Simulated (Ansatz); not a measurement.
## How methods differ on BSiH3OF2 (SMILES FB(F)O[SiH3])

BSiH3OF2: 8 atoms, total charge 0, spin state singlet. SMILES: `FB(F)O[SiH3]`. Geometry: optimised at r2SCAN/def2-SVP.

```xyz
8

F     1.6274   -1.9649    1.1075
B     0.5942   -1.2572    0.6855
F    -0.6243   -1.7498    0.8974
O     0.7767   -0.0801    0.0640
Si   -0.3425    1.0122   -0.5666
H    -1.2340    1.4993    0.5224
H     0.4411    2.1365   -1.1369
H    -1.1465    0.3468   -1.6290
```

Quantity: the dissociation energy of the B2–F1 bond into doublet BSiH3OF and doublet F (shapes relaxed at r2SCAN/def2-SVP, no zero-point term), in eV. The values are calculated.

```tsv
level	kind	program	value (eV)	less CCSD(T)/def2-SVP	CPU time (all runs)
HF/def2-SVP	Hartree–Fock	Ansatz	5.87	-1.43	1.4 s
PBE/def2-SVP	GGA	Ansatz	7.63	+0.33	3.1 s
r2SCAN/def2-SVP	meta-GGA	Ansatz	7.43	+0.13	6.6 s
B3LYP/def2-SVP	global hybrid	Ansatz	7.49	+0.19	4 s
wB97M-V/def2-SVP	range-separated hybrid	Ansatz	7.76	+0.46	15 s
MP2/def2-SVP	perturbation theory	Ansatz	7.57	+0.27	1.8 s
CCSD(T)/def2-SVP	coupled cluster or CI	Ansatz	7.30	0.00	14 s
```

Differences are taken from CCSD(T)/def2-SVP for orientation; it has basis-set and higher-order errors of its own. The values span 5.87 to 7.76 eV. Hartree–Fock misses the correlation of the electron pair that is broken and comes out low. Measured bond enthalpies also hold zero-point and thermal terms, a few tenths of an eV less. CPU times are rough (shared hosts, several kinds of processor): they show what a rung costs within a factor of a few.

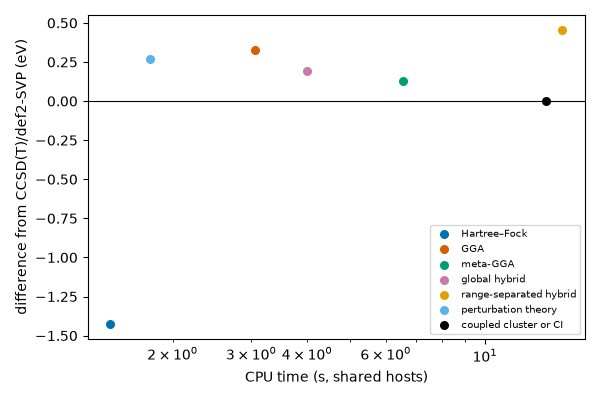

Difference from CCSD(T)/def2-SVP against processor time, one point a level.
